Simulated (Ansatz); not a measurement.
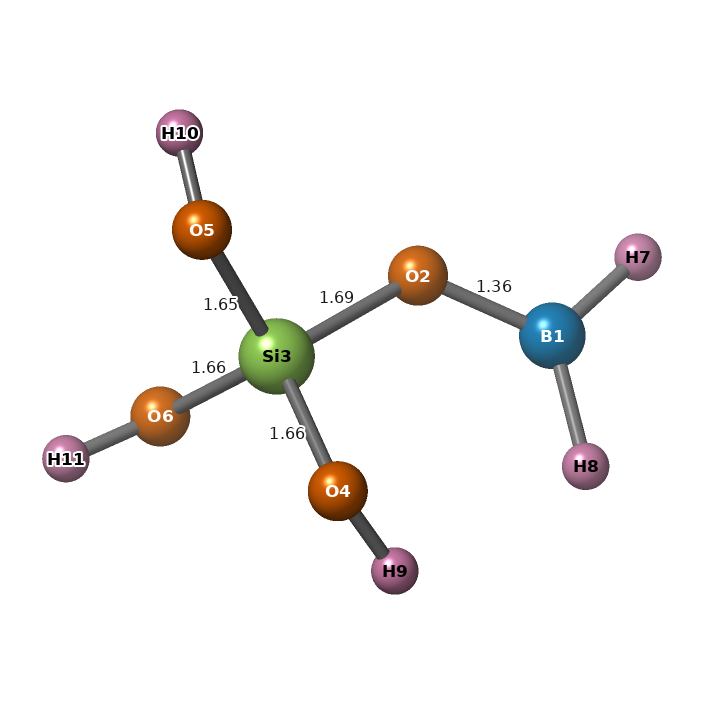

The numbers beside the sticks are distances in Å. Sticks don't show bond order. The geometry was computed by an optimisation with PBE-D4/def2-SVP. No frequency run is at hand to confirm it as a minimum.

Which of the marked bonds are single, double, triple or aromatic?

B1–O2 single; O2–Si3 single; Si3–O4 single; Si3–O5 single; Si3–O6 single.

Write the SMILES.

BO[Si](O)(O)O
